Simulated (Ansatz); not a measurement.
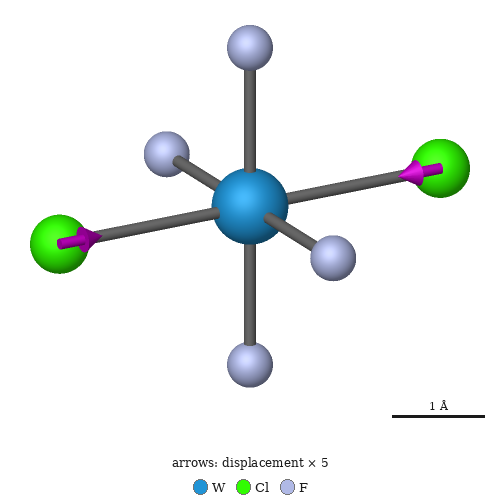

This is a relaxation of WCl2F4. The starting structure is drawn; purple arrows show the displacements, magnified 5 times. The two geometries are superimposed by the best rigid fit.

Style: ball-and-stick. Shown at a tilt.

The run prepares the start of a later molecular dynamics calculation, from a guessed geometry.

Theory: RKS PBE0-D4/def2-SVP in Ansatz.

Input file:
```yaml
crystal:
  periodic: [false, false, false]
  atoms:
    - { symbol: W, position_ang: [0.0, 0.0, 0.0] }
    - { symbol: Cl, position_ang: [0.0, 0.0, 2.39] }
    - { symbol: F, position_ang: [1.85, 0.0, 0.0] }
    - { symbol: F, position_ang: [0.0, 1.85, 0.0] }
    - { symbol: F, position_ang: [-1.85, 0.0, 0.0] }
    - { symbol: F, position_ang: [0.0, -1.85, 0.0] }
    - { symbol: Cl, position_ang: [0.0, 0.0, -2.39] }
basis:
  gaussian: { orbitals: def2-SVP }
hamiltonian:
  xc: pbe0
  dispersion: d4
relax:
  f_tol: 0.02
  max_steps: 40
```

Command:
```bash
ansatz run input.yaml --threads 2 --pin off --max-ram 3072MiB --backend cpu --events-out ev --progress --plain --runs-dir out
```

Which element moves most?

Answer. Chlorine: up to 0.11 Å, against 0.00 Å for fluorine.

What happened in the run?

Answer. After 3 geometry steps the energy has fallen by 18.9 kJ/mol. The largest force component goes from 1.7 to 0.0029 eV/Å. The largest moves after the best rigid fit, 0.11 Å, are those of Cl2 and Cl7. F and W stay in place. Among the contacts that change: W1–Cl2 2.390 → 2.283 Å, W1–F3 1.850 → 1.846 Å. Cost: 28 s on 2 threads of Arm Neoverse V1, on a shared host, peak memory 0.34 GiB.
